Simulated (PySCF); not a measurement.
# [Na(H2O)4]+ (H₈NaO₄, charge +1): electronic structure

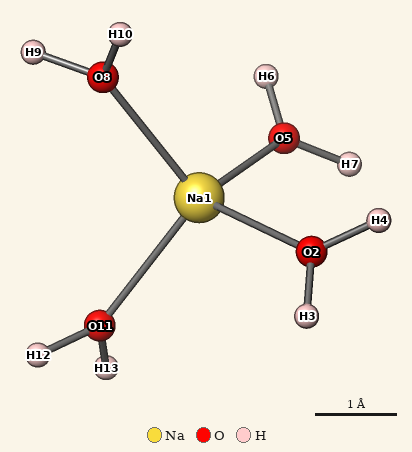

The molecule, with its atoms numbered as below. No frequency check shows the geometry to be a minimum.

Coordinates in Å:

```
Na1      0.0028    0.0034    0.0077
O2      -1.0022   -0.2173   -1.8267
H3      -0.7778   -0.8387   -2.5271
H4      -1.7782    0.2437   -2.1628
O5      -1.4465    0.2497    1.5129
H6      -1.3916    0.8351    2.2747
H7      -2.3112   -0.1646    1.5998
O8       1.2795    1.6714   -0.0743
H9       2.0486    1.8838    0.4647
H10      1.2166    2.4084   -0.6898
O11      1.1677   -1.7068    0.3813
H12      2.0400   -1.9410    0.0485
H13      0.9362   -2.4391    0.9618
```

### 1. Bonding charge

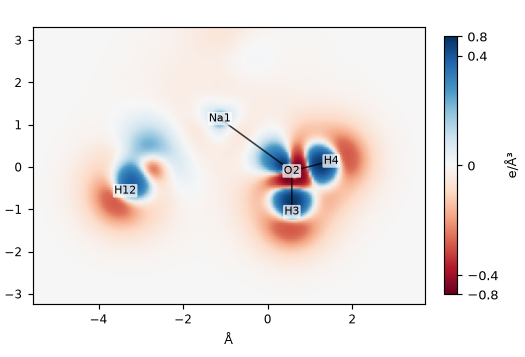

Deformation density (molecule less spherical, spin-averaged free atoms) in the plane of Na1, O2, H3, H4 and H12; colour scale in e/Å³, logarithmic beyond ±0.1; blue: gain, red: loss.

Method: BP86/def2-SVP; geometry: GFN2-xTB; program: PySCF.

Q: Describe the bonding that the map shows.

A: O2–H3: +0.71 e/Å³ at the bond critical point (bond length 0.96 Å, Mayer order 1.0). O2–H4: +0.71 e/Å³ at the bond critical point (bond length 0.96 Å, Mayer order 1.0). Na1–O2: 0.01 e/Å³ at the bond critical point (bond length 2.10 Å, Mayer order 0.3). In all, 2.1 electrons gather in the regions of gain relative to the promolecule of neutral atoms (the regions of loss give up this much and the cation's charge besides). A small or negative value marks a very polar bond, one between electron-rich atoms, whose free-atom densities already overlap strongly, a long bond to a heavier atom, or a closed-shell contact such as a hydrogen bond.

Q: Where do the Hirshfeld charges lie?

A: The highest Hirshfeld charge is on Na1 (+0.37 e), the lowest on O2, O5, O8 and O11 (−0.24 e).

### 2. Local ionisation energy

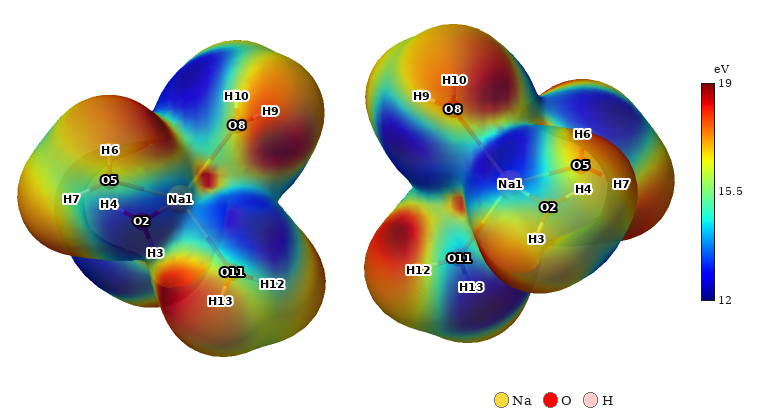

Average local ionisation energy on the surface of electron density 0.001 a.u. (back view left, front view right).

Q: Locate the minima of the map.

A: The lowest value is 12.4 eV, over O11, off the plane of its three bonds (1.8 Å), and at like points elsewhere. For comparison, the highest occupied orbital lies at −11.5 eV.

Q: What volume does the surface enclose?

A: About 110 Å³.

### 3. Localised orbitals

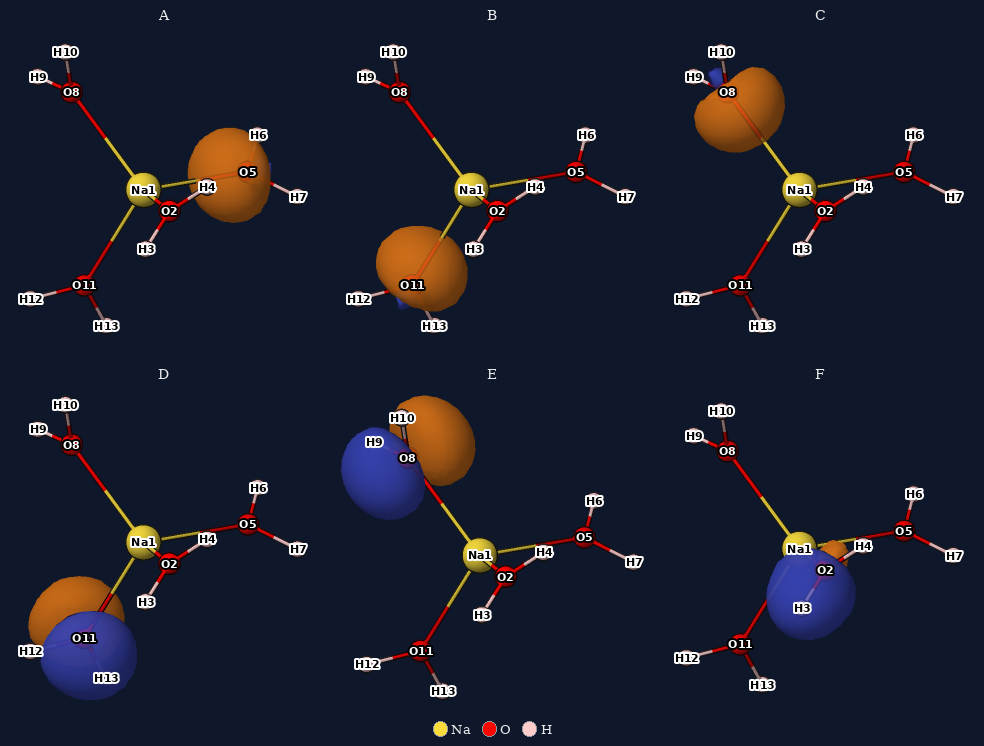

Pipek–Mezey orbitals, occupied; each surface holds about 80 % of the orbital's density. Energies are diagonal elements of the Fock matrix.

Computed with PySCF, TPSS/def2-SVP, geometry: GFN2-xTB.

Q: Identify each orbital.

A: By panel:
- A: lone pair on O5 (sp1.1-type) (O5 97 %; −17.3 eV)
- B: lone pair on O11 (sp1.1-type) (O11 97 %; −17.3 eV)
- C: lone pair on O8 (sp1.1-type) (O8 97 %; −17.3 eV)
- D: lone pair on O11 (p-type) (O11 99 %; −11.6 eV)
- E: lone pair on O8 (p-type) (O8 99 %; −11.6 eV)
- F: σ bond O2–H3 (O2 67 %, H3 33 %; −22.0 eV)
